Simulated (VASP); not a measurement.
Band structure of YbS (space group Fm-3m). All values below come from SCAN meta-GGA, VASP's PBE PAW potentials (set 64) (plane waves; VASP).

The 4f electrons are frozen in the core of the lanthanide potential, so 4f levels, which can set the real gap, and their magnetism are missing.

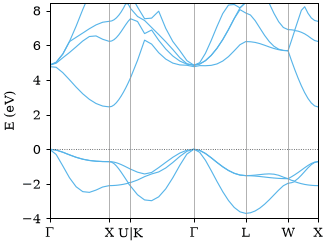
Bands along high-symmetry lines, zero at the valence-band maximum or, without a gap, the Fermi level

### Question
Read the plot: is there a gap, and where are the band edges?

### Answer
The gap is indirect, 2.44 eV, from the valence maximum at Γ to the conduction minimum at X.

The structure comes from a measured YbS entry (Fm-3m) of the Crystallography Open Database, whose conditions weren't checked. It was relaxed first, which changed the volume by -5 %.
